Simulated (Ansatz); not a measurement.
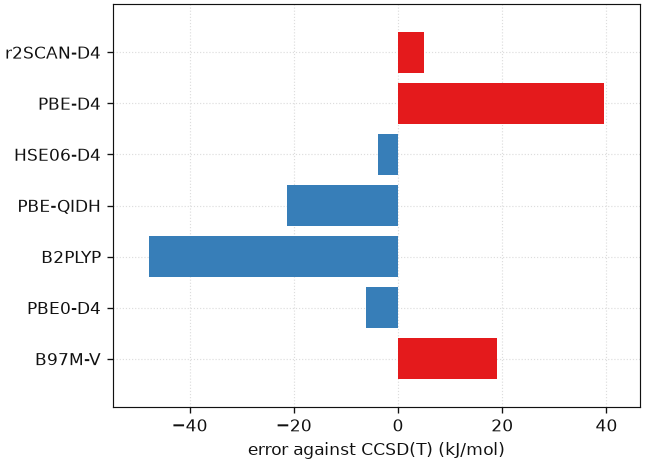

Error in the electronic atomisation energy (method less reference, so positive means overbinding) of CH₄AlCl₂N, SMILES C[NH][Al]([Cl])[Cl], singlet: functionals in def2-TZVPP against frozen-core CCSD(T) at the limit (MP2 extrapolated from triple and quadruple zeta, plus CCSD(T) less MP2 in a smaller set), which gives 3231.8 kJ/mol, at a PBE0-D4/def2-TZVP geometry (a minimum by its frequencies), no zero-point or spin-orbit term, the Ansatz code 0.2.0. The reference leaves out core correlation, a term that grows with the number of heavy atoms. PBE-QIDH and B2PLYP hold a correlation term that converges slowly with the basis, so part of the distance to the limit is basis error. No dispersion term is added to PBE-QIDH and B2PLYP.

Question: Which of these levels overbind, and which underbind?

Answer: Overbind: PBE-D4. Underbind: B2PLYP. Within 25 kJ/mol of zero, too close to call in view of what the reference leaves out: r2SCAN-D4, HSE06-D4, PBE-QIDH, PBE0-D4 and B97M-V.

Question: What range do the values span?

Answer: From −47.8 kJ/mol (B2PLYP) to 39.5 kJ/mol (PBE-D4).

Caveats, for all or some of the runs: one conformer of a flexible molecule.
